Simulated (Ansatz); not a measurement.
# Lattice dynamics of HfO2 (Fm-3m), part 2 of 2

Wanted: vibrations and spectra of HfO2 (Fm-3m); the cell is already relaxed. After the zone centre comes a 4×4×4 q mesh on a 8×8×8 k mesh.

Ansatz 0.2.0; DFT LDA, scalar-relativistic, plane waves, PAW; PAW set soft_1.

So far. Step 2 (Modes at Γ): Before it was imposed, the acoustic sum rule was missed by 1.1e-4 eV/Å² and the charge sum rule by 2.4e-5 e. Small misses are needed for a sound result but don't prove that mesh and cutoff are converged. The lowest optical mode is real, 248 cm⁻¹.

## 3. The dispersion

Stability and thermal properties need the whole zone. Linear response on a 4×4×4 q mesh gives force constants as far as a supercell of that size would, and the tensors from the zone-centre run are typed in so that the long-range dipole term is interpolated apart.

The input, input.yaml:

```yaml
crystal:
  lattice:
    - [0.0, 2.5008662479, 2.5008662479]
    - [2.5008662479, 0.0, 2.5008662479]
    - [2.5008662479, 2.5008662479, 0.0]
  atoms:
    - { symbol: Hf, position: [0.0, 0.0, 0.0] }
    - { symbol: O, position: [0.25, 0.25, 0.25] }
    - { symbol: O, position: [0.75, 0.75, 0.75] }
kpoints:
  mp_grid: { grid: [8, 8, 8] }
hamiltonian:
  xc: lda
  pseudopotentials: { kind: paw, azcp: { folder: soft_1 }, xc_functional: pbe }
scf:
  occupations: { method: fixed }
output:
  eigenvalues: true
phonons:
  method: dfpt
  qmesh: [4, 4, 4]
  temperatures: { t_max: 1000, t_step: 50 }
  qpath:
    path:
      - [[0.0, 0.0, 0.0], [0.5, 0.0, 0.5], [0.625, 0.25, 0.625]]
      - [[0.375, 0.375, 0.75], [0.0, 0.0, 0.0], [0.5, 0.5, 0.5], [0.5, 0.25, 0.75], [0.5, 0.0, 0.5]]
    npoints: 10
  non_analytic_term:
    high_frequency_dielectric_tensor: [[5.3952, 0.0, 0.0], [0.0, 5.3952, 0.0], [0.0, 0.0, 5.3952]]
    born_effective_charges:
      - { species: Hf, tensor: [[5.5895, 0.0, 0.0], [0.0, 5.5895, 0.0], [0.0, 0.0, 5.5895]] }
      - { species: O, tensor: [[-2.7948, 0.0, 0.0], [0.0, -2.7948, 0.0], [0.0, 0.0, -2.7948]] }
      - { species: O, tensor: [[-2.7948, 0.0, 0.0], [0.0, -2.7948, 0.0], [0.0, 0.0, -2.7948]] }
    source: "zone-centre run at this cell"
```

On the command line:

```console
$ ansatz run input.yaml --threads 4 --pin off --max-ram 10240MiB --backend cpu --events-out ev --progress --plain --runs-dir out
```

Numbers of over 12 decimals in the logs are rounded to 6 here.

Log:

```text
Warning: phonons: the dynamical matrix that this run interpolates holds no multipole term above the dipole-dipole one, and a site of this crystal is no centre of inversion, so its interpolated transverse optical and acoustic branches and sound speeds can stay off near Gamma, and the density of states and the thermodynamics with them. What a run solves at a wave vector of phonons.qpoints, Gamma apart, where the deck admits one, is free of this, and under fd what a larger phonons.supercell samples
[...]
Crystal: 3 atoms, lattice volume = 31.282 Å³
Basis set: ecut = 420 eV, 609 PW (Γ), exchange–correlation on 48×48×48 points (8 copies of the dense FFT grid, shifted against one another)
Bands: 23, of which v1, the nominal top of the filled ones, is band 19 counted from 1 (18 counted from 0)
Symmetry: 48 space group operations
k-points: 29 of 512
[...]
SCF iter   1: F=—  HF=-16594.311818 eV  |F-HF|=—  |Δ(HF+E_count)|=         —  Δρ=9.06e-2  dr2=1.96e0  ethr=3.10e-3  ⟨swp⟩=4.0  Hψ=2196  notcnv=0  defer=56
[...]
SCF iter  10: F=-16593.620059 eV  HF=-16593.620059 eV  |F-HF|=7.28e-12  |Δ(HF+E_count)|=  1.46e-11  Δρ=1.67e-8  dr2=3.29e-14  ethr=1.00e-12  ⟨swp⟩=7.7  Hψ=4148  notcnv=0
SCF 1 converged in 10 iterations: F = -16593.620059 eV  dr2 = 3.29e-14
[...]
NSCF: frozen V_eff on 29 k-points
[...]
DFPT response loops at q = (0, 0, 0) (fractional): preconditioner auto → none (the input reference at scf.mixing.eps_inf says where Resta's filter doesn't serve); β = 0.50; Broyden in place of MSR1
[...]
SCF converged after 10 iterations
Free energy (F): -16593.620059 eV
[...]
Internal energy: -16593.620059 eV  (E = F + TS)
E sigma→0 (E₀):  -16593.620059 eV
Fermi energy:    15.224507 eV
[...]
--- Band table (eV; the first three rows and the last of 29) ---
  k-point 0: bands = [... 15 lower, 9.4991, 14.5762, 14.5762, 14.5762, 18.9887, 18.9887, 21.1487, 26.0868]
  k-point 1: bands = [... 15 lower, 9.9831, 14.1086, 14.2603, 14.2603, 19.3145, 19.3145, 21.7498, 25.3066]
  k-point 2: bands = [... 15 lower, 11.0678, 13.1688, 13.7064, 13.7064, 19.7912, 19.7912, 22.3357, 24.7326]
  k-point 28: bands = [... 15 lower, 12.5106, 12.5106, 13.6795, 14.9995, 20.0084, 20.3684, 22.5864, 22.5864]
--- Phonons (Γ-DFPT): 2 representative perturbations + reference (Σ response iterations 7) ---
  ASR residual: 7.075e-6 → 0.000e0 eV/Å²; symmetrization residual: 2.674e-7 eV/Å²
  ASR residual per site (eV/Å²): 4.78e-6 7.07e-6 7.07e-6
  Γ frequencies (cm⁻¹): 0.00 0.00 0.00 248.35 248.35 248.35 596.47 596.47 596.47
--- Phonons (arbitrary-q DFPT): 8 irreducible q on the 4×4×4 mesh ---
  q = [0.0000, 0.0000, 0.0000] (star 1, of the zone-centre solve; hermiticity 4.46e-8, symmetrization 2.72e-12): -0.00 -0.00 0.00 248.35 248.35 248.35 596.47 596.47 596.47
  q = [0.0000, 0.0000, 0.2500] (star 8, 2 solved perturbations on 288 of 512 k-point pairs; hermiticity 6.28e-8, symmetrization 3.14e-8): 79.78 79.78 151.45 332.34 332.34 551.46 571.31 571.31 619.51
[...]
q = [0.0000, 0.2500, 0.2500] (star 6, 4 solved perturbations in 528 linear systems a pass and spin channel, the states on 164 of 512 k-point pairs; hermiticity 3.34e-8, symmetrization 2.51e-10): 78.88 78.88 201.36 265.44 265.44 446.68 590.01 590.01 668.49
[...]
sum rule: each row above includes the acoustic sum rule's correction from the zone centre's row sums; it moved no ω² by more than (0.35 cm⁻¹)²
  mesh force constants: q→R imaginary residual 5.69e-18; ASR residual 7.075e-6 → 0.000e0 eV/Å²; symmetrization residual 1.066e-14 eV/Å²
  interpolated dispersion: 63 rows × 9 modes
  density of states and harmonic sums: on the 24×24×24 q-mesh, interpolated from the force constants of a 4×4×4 supercell (with the dipole–dipole term of supplied tensors)
  largest difference from the sums on the solved wave vectors: F 1.17e-3 eV, S 1.72e-6 and C_V 1.01e-6 eV/K
  zero-point energy: 0.199526 eV/cell   skipped modes (ω ≤ 0): 48, of them read as no rigid motion or as one in doubt: 45 (9.310e-2 modes/cell left out, lowest -217.74 cm⁻¹)   left out of the sums: 1.04e-2 of the cell's modes: C_V's classical limit lies that fraction below 3 k_B per atom; for a crystal, a wire or a layer, F and S can be off by more, and a phonons.interpolated_qmesh denser along its periods is the remedy for the sampling
```

The job ended after 87 s (4 threads of Arm Neoverse V2, shared host; peak memory 1.2 GiB; 5.5 min of CPU time).

Numbers from this step:

```
sum-rule residual before enforcement                    : 7.07e-6 eV/Å²
lowest frequency on the path                            : -217.7 cm⁻¹
highest frequency on the path or at a solved wavevector : 707.1 cm⁻¹
lowest mode on the q mesh (acoustic modes at Γ apart)   : -217.7 cm⁻¹
```

Frequencies (cm⁻¹) solved at each irreducible wavevector; negative means imaginary. Frequencies by wavevector, by row:

```csv
q in reciprocal lattice units,star,mode 1,mode 2,mode 3,mode 4,mode 5,mode 6,mode 7,mode 8,mode 9
0 0 0,1,0,0,0,248.3,248.3,248.3,596.5,596.5,596.5
0 0 0.25,8,79.8,79.8,151.4,332.3,332.3,551.5,571.3,571.3,619.5
0 0 -0.5,4,92.5,92.5,200.8,415.1,415.1,510.6,531.2,531.2,603.3
0 0.25 0.25,6,78.9,78.9,201.4,265.4,265.4,446.7,590,590,668.5
0 0.25 -0.5,24,96.9,131,198,277.3,355.7,365.3,557.2,582.1,670.5
0 0.25 -0.25,12,93.7,123.5,196.1,235.4,436.1,468,493.4,598,645.1
0 -0.5 -0.5,3,-217.7,102.2,102.2,259.6,323.8,323.8,574.3,574.3,707.1
0.25 -0.5 -0.25,6,52.6,106.2,191.2,191.2,255.7,477.5,477.5,615.7,680
```

Interpolated from a 4×4×4 q mesh, with the LO-TO term (at Γ the limit along the path; where Γ stands inside the path, tables give the limit on arrival). Phonon branches along the path, in cm⁻¹:

```csv
point,branch 1,branch 2,branch 3,branch 4,branch 5,branch 6,branch 7,branch 8,branch 9
Γ,0,0,0,248,248,596,596,596,630
X,-218,102,102,260,324,324,574,574,707
U,-66,98,156,221,341,386,548,586,687
jump to K,-66,98,156,221,341,386,548,586,687
Γ,0,0,0,248,248,596,596,596,630
L,92,92,201,415,415,511,531,531,603
W,53,106,191,191,256,478,478,616,680
X,-218,102,102,260,324,324,574,574,707
```

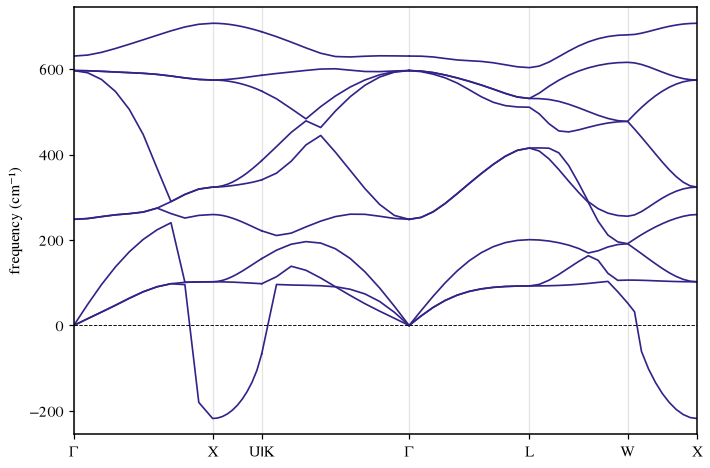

Phonon branches along the path.

The phonon density of states has structure finer than the step of the table below, so its rows give means over 100 cm⁻¹, whole bins alone (the curve runs from -215 to 705 cm⁻¹). Peaks (cm⁻¹: height): 95.0: 0.0714, 195.0: 0.0265, 595.0: 0.0408, 675.0: 0.0144.

Tetrahedra on a 24×24×24 mesh, mean over bins of 10 cm-1. Interpolated from a 4×4×4 q mesh. Table of phonon density of states by wavenumber; means over each step:

```csv
wavenumber (cm⁻¹),phonon density of states (1/cm⁻¹/cell)
-100,4.6e-4
0,8.3e-4
100,0.0195
200,0.0122
300,0.0125
400,0.00983
500,0.00988
600,0.0187
```

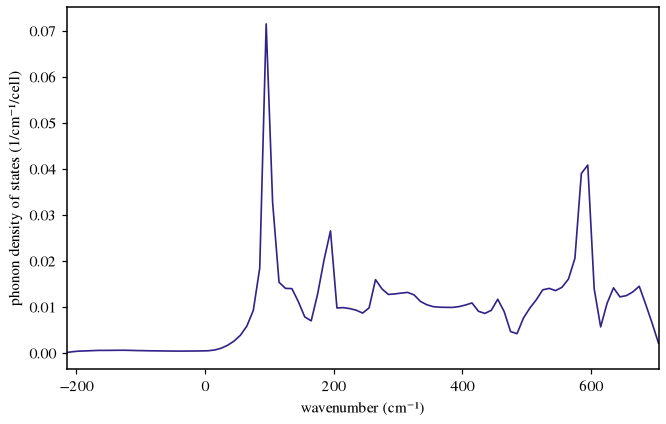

Phonon density of states, plotted against wavenumber.

The partial phonon density of states has structure finer than the step of the table below, so its rows give means over 100 cm⁻¹, whole bins alone (the curve runs from -222 to 738 cm⁻¹). Peaks (cm⁻¹: height): Hf 97.6: 0.0532, 194.2: 0.0200; O 272.7: 0.0133, 592.7: 0.0371, 671.2: 0.0134.

Phonopy on the run's constants, 19x19x19 mesh, Gaussian sigma 6.9 cm-1. Interpolated from a 4×4×4 q mesh. Partial phonon density of states against wavenumber; means over each step; values in 1/cm⁻¹/cell:

```csv
wavenumber (cm⁻¹),Hf,O
-100,1.4e-5,4.8e-4
0,4.0e-4,2.5e-4
100,0.0181,0.00145
200,0.0101,0.00222
300,8.7e-4,0.0115
400,1.7e-4,0.00964
500,4.5e-5,0.00983
600,2.1e-4,0.0185
```

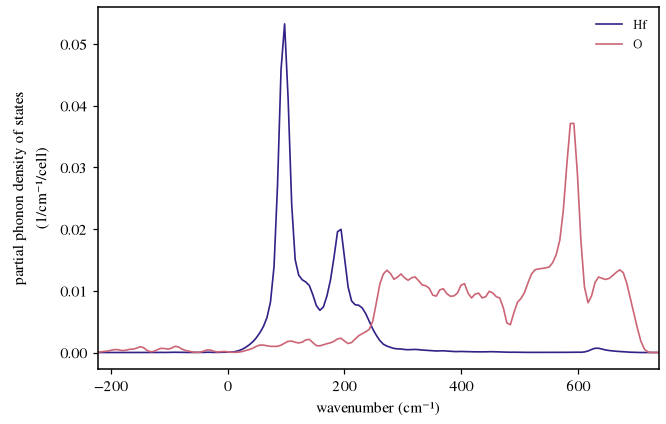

Partial phonon density of states, plotted against wavenumber.

Symmetry leaves 8 wavevectors to solve. The lowest mode among them, the acoustic zeros apart, lies at q = (0, -0.5, -0.5) and is imaginary, 217.7i cm⁻¹, so the energy falls along it.

## 4. Isotope substitution, element Hf, natural mass 178.486 amu

An isotope changes the mass and not the force constants, so no new electronic calculation is needed; the shifts show which modes move this element.

The same force constants with the mass of Hf changed from 178.486 to 173.940 u (phonopy, no LO-TO term). Both lists are sorted by frequency; levels can cross, so a row need not hold one and the same mode. Modes under 3 cm⁻¹ are left out. Isotope shifts, by row:

```csv
q,rank,natural mass (cm⁻¹),changed mass (cm⁻¹)
0 0 0,4,248.3,248.8
0 0 0,5,248.3,248.8
0 0 0,6,248.3,248.8
0 0 0,7,596.5,596.5
0 0 0,8,596.5,596.5
0 0 0,9,596.5,596.5
0 0 0.25,1,79.78,80.79
0 0 0.25,2,79.78,80.79
0 0 0.25,3,151.4,153.2
0 0 0.25,4,332.3,332.5
0 0 0.25,5,332.3,332.5
0 0 0.25,6,551.5,551.5
0 0 0.25,7,571.3,571.3
0 0 0.25,8,571.3,571.3
0 0 0.25,9,619.5,620.3
0 0 -0.5,1,92.49,93.69
0 0 -0.5,2,92.49,93.69
0 0 -0.5,3,200.8,203.2
0 0 -0.5,4,415.1,415.2
0 0 -0.5,5,415.1,415.2
0 0 -0.5,6,510.6,511
0 0 -0.5,7,531.2,531.2
0 0 -0.5,8,531.2,531.2
0 0 -0.5,9,603.3,603.3
0 0.25 0.25,1,78.88,79.84
0 0.25 0.25,2,78.88,79.84
0 0.25 0.25,3,201.4,203.8
0 0.25 0.25,4,265.4,265.6
0 0.25 0.25,5,265.4,265.6
0 0.25 0.25,6,446.7,446.7
0 0.25 0.25,7,590,590
0 0.25 0.25,8,590,590
0 0.25 0.25,9,668.5,669
```

A mode of this element alone would shift by +1.30 %. The highest zone-centre frequency without the field goes from 596.5 to 596.5 cm⁻¹ (+0.0 %). The product of the frequency ratios over all optical modes at Γ is 1.006; the product rule, (m/m′)^(3k/2) (M′/M)^(3/2) with k = 1 such atoms and M the mass of the cell, gives 1.006.

## 5. Isotope substitution, element O, natural mass 15.999 amu

The same for O, from 16.00 to 18.00 u.

A mode of this element alone would shift by -5.72 %. The highest zone-centre frequency without the field goes from 596.5 to 562.4 cm⁻¹ (-5.7 %). The product of the frequency ratios over all optical modes at Γ is 0.722; the product rule, (m/m′)^(3k/2) (M′/M)^(3/2) with k = 2 such atoms and M the mass of the cell, gives 0.722.

## 6. Summary of results

| Quantity | Value |
| --- | --- |
| space group (within 0.01 Å) | Fm-3m |
| volume per atom | 10.4 Å³ |
| gap on the k-mesh | 3.66 eV |
| highest optical mode at the zone centre (no LO-TO term) | 596 cm⁻¹ |
| top of the zone-centre spectrum with the field | 630 cm⁻¹ |
| lowest optical zone-centre mode | 248 cm⁻¹ |
| mean high-frequency dielectric constant | 5.40 |
| mean static dielectric constant | 34.8 |
| largest Born charge (third of the trace) | 5.59 e |
| lowest mode on the q mesh (acoustic modes at Γ apart) | -218 cm⁻¹ |
| highest frequency on the path or at a solved wavevector | 707 cm⁻¹ |
| imaginary modes on the 4×4×4 q mesh | yes |

**Reading.** Modes are clearly imaginary (beyond 10i cm⁻¹) at 1 of the 8 irreducible wavevectors, most at q = (0, -0.5, -0.5) (217.7i cm⁻¹), so this structure is not a minimum of the energy. Without the field, the optical modes at Γ span 248 to 596 cm⁻¹. The highest mode in this list at Γ, 596.5 cm⁻¹, is mostly motion of O (100 % of the kinetic energy). With the macroscopic field of the longitudinal modes the top of the zone-centre spectrum lies at 630 cm⁻¹, against 596 cm⁻¹ without it. Lattice motion raises the mean dielectric constant from 5.395 to 34.76. The strongest infrared line is at 248 cm⁻¹. The program warns that the interpolation holds no quadrupole term, so branches close to Γ can be off in this crystal. Spin-orbit coupling is left out, which can matter for the heavy elements here. The PAW files were made for PBE and serve the other functionals too. These are harmonic frequencies at zero temperature: anharmonic shifts, linewidths and thermal expansion are left out.

[Logs are printed without paths, hosts, clocks, repeated set-up lines and the standing remarks that a program may print on its own settings, such as how far it seeks lower states.]

[Hosts, paths, dates, database ids (printed as entryN), source tags and the programs' standing remarks are cut or masked in the printed files.]
